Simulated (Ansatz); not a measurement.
A series of calculations on CH$_{7}$BOS

### Relaxation

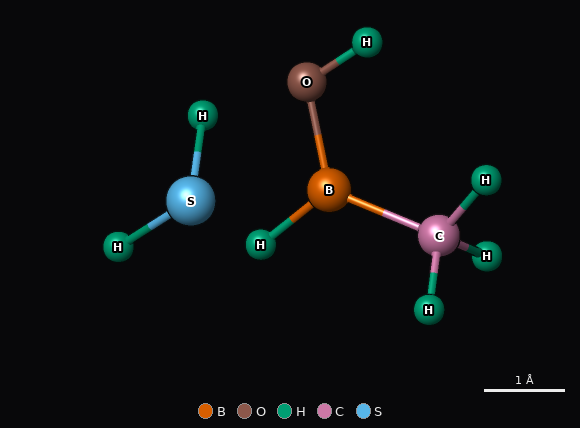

Starting structure of CH7BOS. Style: ball-and-stick. Shown at a tilt.

The run prepares an end point of a later path (reaction) calculation, from a guessed geometry.

Computed with Ansatz 0.2.0, RKS PBE-D4/6-31G*.

Input
```yaml
crystal:
  periodic: [false, false, false]
  atoms:
    - { symbol: B, position_ang: [-0.189363, -0.192673, 0.273786] }
    - { symbol: O, position_ang: [-0.382721, -0.511513, 1.617954] }
    - { symbol: H, position_ang: [-1.342548, -0.610734, 1.796367] }
    - { symbol: H, position_ang: [0.971143, -0.111654, -0.049636] }
    - { symbol: C, position_ang: [-1.373803, -0.106675, -0.7616] }
    - { symbol: H, position_ang: [-1.397889, -1.041248, -1.359273] }
    - { symbol: H, position_ang: [-2.374684, 0.015423, -0.303496] }
    - { symbol: H, position_ang: [-1.225349, 0.715027, -1.484312] }
    - { symbol: S, position_ang: [0.169145, 2.741209, 1.190456] }
    - { symbol: H, position_ang: [1.488106, 2.511631, 0.945425] }
    - { symbol: H, position_ang: [0.075662, 1.619507, 1.994331] }
basis:
  gaussian: { orbitals: "6-31G*" }
hamiltonian:
  xc: pbe
  dispersion: d4
relax:
  f_tol: 0.03
  max_steps: 50
```

Run as
```bash
ansatz run input.yaml --threads 1 --pin off --max-ram 2048MiB --backend cpu --events-out ev --progress --plain --runs-dir out
```

> Predict the outcome.

The atom that moves furthest after the best rigid fit is S9 (1.83 Å). By element the largest moves are S 1.83 Å, H 1.09 Å, O 1.02 Å, C 0.67 Å, B 0.54 Å. Some distances before and after: B1–O2 1.395 → 1.373 Å, S9–H11 1.383 → 1.365 Å. Bond angles that change, for instance: B1–O2–H3 109.5° → 111.9°. After 26 geometry steps the energy has fallen by 8.35 kJ/mol. Largest force component: 0.49 eV/Å at the start, 0.02 eV/Å at the end. The forces were under the threshold at step 9, but the run went on from there. The run took 76 s on 1 thread of Arm Neoverse V1, with other jobs on the host, peak memory 0.15 GiB.

Step by step:

```
step  E − E(0), kJ/mol  largest force component, eV/Å
   0              0.00                         0.4895
   1             -4.02                         0.3966
   2             -4.80                         0.1096
   3             -5.09                         0.1224
   4             -5.62                         0.1604
   5             -5.74                         0.1552
   6             -6.02                         0.0879
   7             -6.09                         0.1120
   8             -6.19                         0.0781
   9             -6.24                         0.0178
  10             -6.30                         0.0495
  11             -6.34                         0.0934
  12             -6.39                         0.0705
  13             -6.51                         0.2391
  14             -6.67                         0.1350
  15             -6.83                         0.1395
  16             -6.99                         0.2606
  17             -7.28                         0.1253
  18             -7.32                         0.1088
  19             -7.54                         0.1177
  20             -7.72                         0.1449
  21             -7.84                         0.1805
  22             -7.98                         0.0854
  23             -8.12                         0.0657
  24             -8.15                         0.1176
  25             -8.17                         0.1242
  26             -8.35                         0.0196
```

Final geometry:

```xyz
11

B    -0.4911    0.0253   -0.1237
O    -0.6598    0.3776    1.1925
H    -1.5446    0.1249    1.5276
H     0.5886    0.3286   -0.5749
C    -1.5923   -0.7027   -0.9796
H    -1.1883   -1.6465   -1.3912
H    -2.5289   -0.9381   -0.4415
H    -1.8522   -0.0888   -1.8628
S     1.2067    2.8595    2.6984
H     2.0213    2.8579    1.6114
H     0.4584    1.8305    2.2038
```

The end point in the same view:

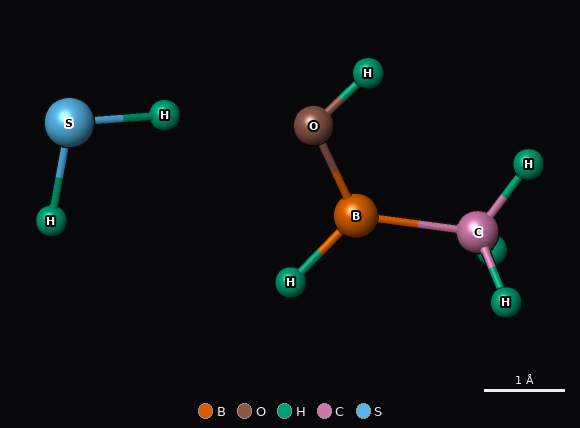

Limits of the set-up: the start holds two separate molecules, 2.2 Å apart at their closest, whose relative position is a soft coordinate.

### Relaxation

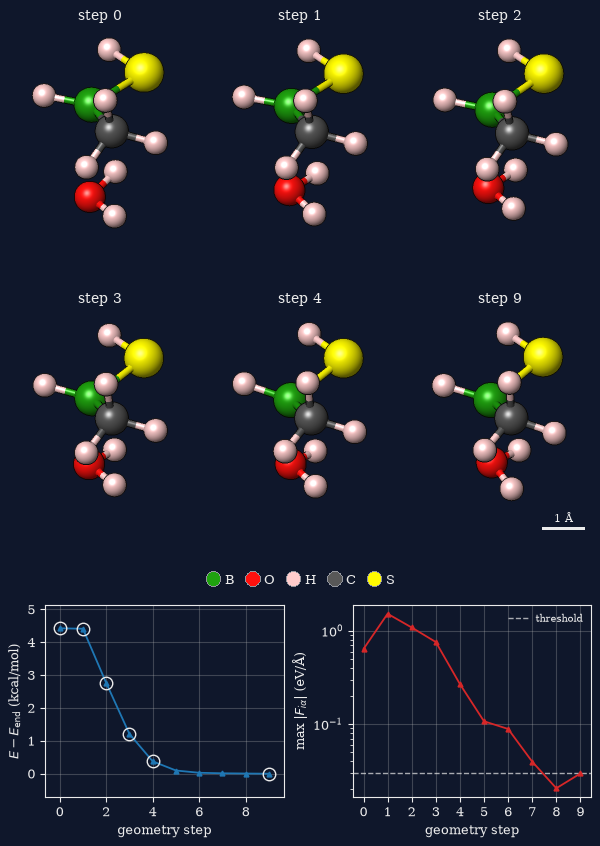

Frames of a relaxation of CH7BOS, marked on the history of the run. Style: ball-and-stick. Shown from a free direction.

The run prepares an end point of a later path (reaction) calculation, from a guessed geometry.

These are results of RKS PBE-D4/6-31G* in Ansatz, not measurements. Set-up: no spin polarisation; force threshold 0.03 eV/Å; at most 50 steps.

### Describe the path.

Over 9 geometry steps the energy falls by 4.43 kcal/mol. Largest force component: 0.64 eV/Å at the start, 0.03 eV/Å at the end. The largest move after the best rigid fit is that of the O atom, 0.48 Å. By element the largest moves are O 0.48 Å, B 0.34 Å, H 0.31 Å, C 0.11 Å, S 0.05 Å. Near-neighbour distances that change, for instance: B–O 2.605 → 1.787 Å, B–S 1.870 → 1.907 Å, B–C 1.570 → 1.596 Å, C–H 1.110 → 1.104 Å. Among the angles between lasting bonds that change: C–B–S 118.1° → 113.8°, H–B–C 123.5° → 119.4°, H–B–S 117.1° → 114.0°. From step 0 to 1: the O atom moves most (0.19 Å), energy −0.01 kcal/mol. From step 1 to 2: an H atom moves most (0.17 Å), energy −1.65 kcal/mol. From step 2 to 3: O and H atoms move most (0.19 Å), energy −1.55 kcal/mol. From step 3 to 4: an H atom moves most (0.07 Å), energy −0.83 kcal/mol. From step 4 to 9: an H atom moves most (0.12 Å), energy −0.38 kcal/mol.

```json
{"step": "0", "E − E(0), kcal/mol": "0.00", "largest force component, eV/Å": "0.6383"}
{"step": "1", "E − E(0), kcal/mol": "-0.01", "largest force component, eV/Å": "1.5229"}
{"step": "2", "E − E(0), kcal/mol": "-1.66", "largest force component, eV/Å": "1.0852"}
{"step": "3", "E − E(0), kcal/mol": "-3.22", "largest force component, eV/Å": "0.7584"}
{"step": "4", "E − E(0), kcal/mol": "-4.05", "largest force component, eV/Å": "0.2689"}
{"step": "5", "E − E(0), kcal/mol": "-4.33", "largest force component, eV/Å": "0.1073"}
{"step": "6", "E − E(0), kcal/mol": "-4.40", "largest force component, eV/Å": "0.0888"}
{"step": "7", "E − E(0), kcal/mol": "-4.41", "largest force component, eV/Å": "0.0396"}
{"step": "8", "E − E(0), kcal/mol": "-4.42", "largest force component, eV/Å": "0.0206"}
{"step": "9", "E − E(0), kcal/mol": "-4.43", "largest force component, eV/Å": "0.0296"}
```

Limits of the set-up: the start holds two separate molecules, 2.5 Å apart at their closest, whose relative position is a soft coordinate.

### Path

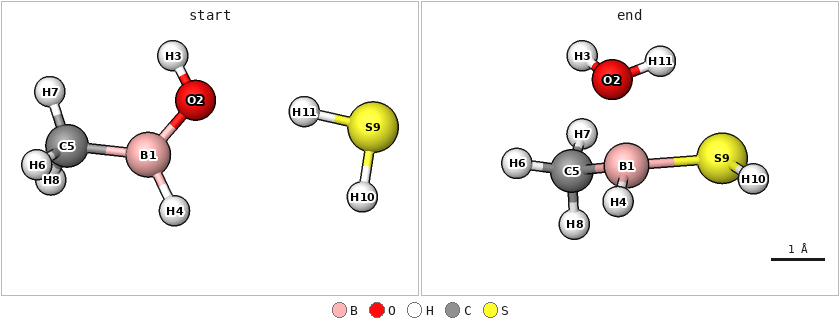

The two relaxed end points of a path for CH7BOS. Style: ball-and-stick. Shown face on.

The calculation used RKS PBE-D4/6-31G* (Ansatz).

Set-up: 7 movable images; climbing image; force threshold 0.05 eV/Å; iteration limit 60.

Start:
```xyz
11

B    -0.4918    0.0275   -0.1257
O    -0.6381    0.3711    1.1955
H    -1.5086    0.0960    1.5501
H     0.5694    0.3582   -0.6006
C    -1.5949   -0.7239   -0.9586
H    -1.1781   -1.6563   -1.3833
H    -2.5128   -0.9836   -0.3999
H    -1.8900   -0.1135   -1.8330
S     1.2028    2.8921    2.6675
H     1.9917    2.9138    1.5618
H     0.4681    1.8470    2.1863
```

End:
```xyz
11

B    -0.0303    0.5174    0.1401
O    -0.1880   -0.2279    1.7563
H    -1.1034   -0.5890    1.7812
H     1.0611    0.1268   -0.1927
C    -1.3197    0.0062   -0.6491
H    -1.3690   -1.0977   -0.7044
H    -2.2817    0.3727   -0.2388
H    -1.2739    0.3660   -1.6924
S    -0.0870    2.3694    0.5910
H     1.2428    2.5641    0.7959
H    -0.2331    0.6204    2.2727
```

**What barrier does the band find between them, and by what path?**

The energy climbs by 18.2 kcal/mol to image 6 and then falls by 10.7 kcal/mol, so the end point sits at +7.5 kcal/mol. Breaking: B1–O2 (1.37 → 1.55 at the top → 1.79 Å), S9–H11 (1.37 → 1.57 at the top → 2.43 Å). Forming: B1–S9 (4.35 → 2.14 at the top → 1.91 Å), O2–H11 (2.09 → 1.36 at the top → 0.99 Å). The band converged in 23 iterations, with a climbing image at the top. At the top, the vibrational analysis gives one imaginary mode (939i cm⁻¹), as a transition state must have.

Energies of the converged images:

| image | path (Å) | E (kcal/mol) |
| --- | --- | --- |
| 0 | 0.00 | 0.0 |
| 1 | 0.85 | 0.1 |
| 2 | 1.70 | 0.3 |
| 3 | 2.55 | 0.5 |
| 4 | 3.40 | 0.9 |
| 5 | 4.25 | 3.4 |
| 6 | 5.10 | 18.2 |
| 7 | 5.55 | 9.5 |
| 8 | 6.01 | 7.5 |

The geometry at the top of the path:

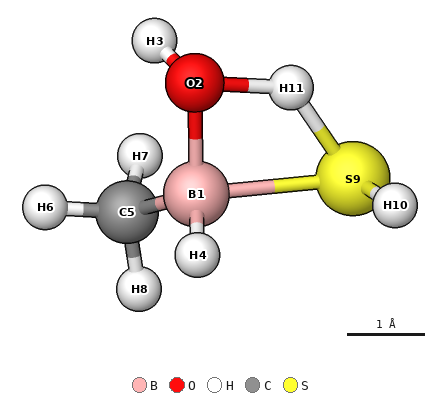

The run took 6.8 min on 1 thread of Arm Neoverse V1 (shared host), peak memory 0.12 GiB.
